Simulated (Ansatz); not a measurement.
# Al2Ni: the cost of one run

Computed with Ansatz 0.2.0 (DFT PBE, scalar-relativistic, plane waves, PAW, unless a step's input says otherwise).

## 1. The structure to begin with

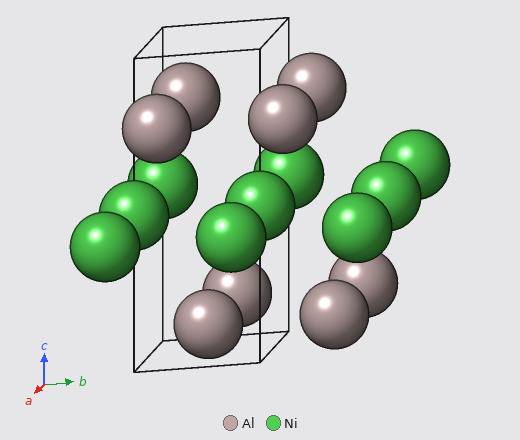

The starting structure, seen slightly off an axis (aluminium light grey, nickel green). 2×2×1 cells are drawn. Atoms on the faces are drawn again on the opposite ones.

Structure file:

```
CELL_PARAMETERS angstrom
2.68993 0.00000 0.00000
-1.34497 2.32955 0.00000
0.00000 0.00000 6.58897
ATOMIC_POSITIONS crystal
Al 0.66667 0.33333 0.83333
Al 0.33333 0.66667 0.16667
Ni 0.00000 0.00000 0.50000
```

The start is an ordering of an alloy on its end members' structure types: elements ordered on the sites of the Ag type, Ni/Al on Ag (P-3m1, No. 164).

## 2. A first look at the guess

The input, input.yaml:

```yaml
crystal:
  lattice:
    - [2.68993405, 0.0, 0.0]
    - [-1.34496702, 2.32955122, 0.0]
    - [0.0, 0.0, 6.58896586]
  atoms:
    - { symbol: Al, position: [0.66666667, 0.33333333, 0.83333333] }
    - { symbol: Al, position: [0.33333333, 0.66666667, 0.16666667] }
    - { symbol: Ni, position: [0.0, 0.0, 0.5], spin: 2.0 }
basis:
  ecutwfc: 420
kpoints:
  mp_grid: { grid: [6, 6, 4] }
hamiltonian:
  xc: pbe
scf:
  occupations: { method: gaussian, width: 0.1 }
  lower_state_search: "off"
output:
  forces: true
  stress: true
  eigenvalues: true
  populations: true
magnetization:
  spin_polarized: true
```

Started as:

```console
ansatz run input.yaml --threads 1 --pin off --max-ram 2560MiB --backend cpu --events-out ev --progress --plain --runs-dir out
```

Q: Estimate wall time and peak memory on 1 thread of Intel Xeon at 2.70GHz, shared host.

About 5.3 s, with a peak of 0.33 GiB.
